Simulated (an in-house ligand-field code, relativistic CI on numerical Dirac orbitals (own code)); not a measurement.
**d6 to d9 in a ligand field: terms by electron count**

Which terms of d6 to d9 lie lowest for given Racah parameters and ligand field?

The numbers are computed with an in-house ligand-field code version 1 (parametric ligand-field model of a d^n configuration (Racah B and C, spin-orbit zeta, crystal field), exact diagonalisation), except any that are marked as measured or tabulated.

### Step 1. The system

| Item | Value |
| --- | --- |
| shell | d6 to d9 |
| set 1 (cm⁻¹) | d6: B = 570, C = 2660, Oh, 10Dq = 27000 |
| set 2 (cm⁻¹) | d7: B = 570, C = 2660, Oh, 10Dq = 27000 |
| set 3 (cm⁻¹) | d8: B = 570, C = 2660, Oh, 10Dq = 27000 |
| set 4 (cm⁻¹) | d9: B = 570, C = 2660, Oh, 10Dq = 27000 |

### Step 2. Set 1

The run's settings:

```ini
n = 6
racah_B = 570  # cm-1
racah_C = 2660  # cm-1
zeta = 0  # cm-1
symmetry = Oh
field = {"10Dq": 27000}  # cm-1
```

Run with:

```bash
> python run_levels.py task.json out
```

task.json lists these runs, among others, and the program works through them in turn.

### Step 3. Set 2

Settings: those of step 2 with these lines changed.

```diff
@@ -1,2 +1,2 @@
-n = 6
+n = 7
 racah_B = 570  # cm-1
```

### Step 4. Set 3

Settings: those of step 3 with these lines changed.

```diff
@@ -1,2 +1,2 @@
-n = 7
+n = 8
 racah_B = 570  # cm-1
```

### Step 5. Set 4

Settings: those of step 4 with these lines changed.

```diff
@@ -1,2 +1,2 @@
-n = 8
+n = 9
 racah_B = 570  # cm-1
```

(Steps that only read results are left out.)

Q: Predict the outcome of this session. Wanted: lowest terms; sets at their largest spin, of those that allow S over 1.

As calculated:

| set | 10Dq/B (size) | lowest | S | electrons in z² and x²-y² | first level of the same spin (cm⁻¹) |
| --- | --- | --- | --- | --- | --- |
| 1: Oh, d6 | 47.4 | 1A1 | 0.00 | 0.03 | 1T1 25099 |
| 2: Oh, d7 | 47.4 | 2E | 0.50 | 1.02 | 2T1 24952 |
| 3: Oh, d8 | 47.4 | 3A2 | 1.00 | 2.00 | 3T2 27000 |
| 4: Oh, d9 | 47.4 | 2E | 0.50 | 3.00 | 2T2 27000 |

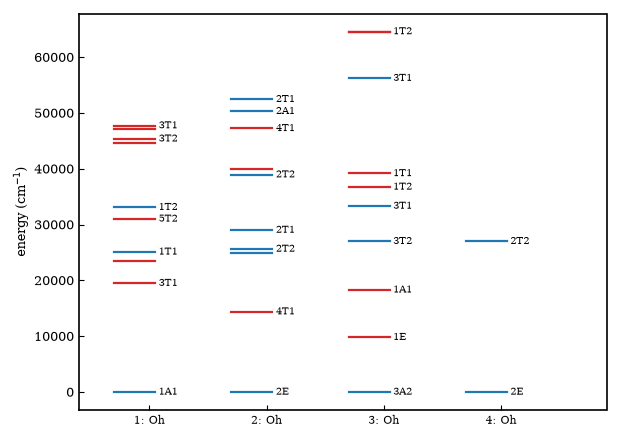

The lowest levels of each set; blue lies within 0.3 of the lowest level's S, red farther.

```
                                                quantity                         value
                                            lowest terms  1: 1A1, 2: 2E, 3: 3A2, 4: 2E
sets at their largest spin, of those that allow S over 1                          none
```

In words: 2 of 4 sets have the highest spin that their shell allows. B, C and the field are free parameters here, not those of a compound.
